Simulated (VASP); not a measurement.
Band structure of Tb (hcp). All values below come from PBE GGA with D3 dispersion (zero damping), VASP's PBE PAW potentials (set 64) (plane waves; VASP).

The 4f electrons are frozen in the core of the lanthanide potential, so 4f levels, which can set the real gap, and their magnetism are missing.

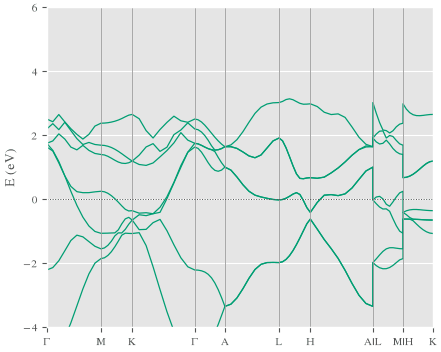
Figure. Bands along high-symmetry lines, zero at the valence-band maximum or, without a gap, the Fermi level

Q: Read the plot: is there a gap, and where are the band edges?

A: It has no gap at this level: it comes out as a metal or semimetal. (Edges off the drawn lines would not show.)

The compound is Tb in the hcp structure. It was relaxed first.
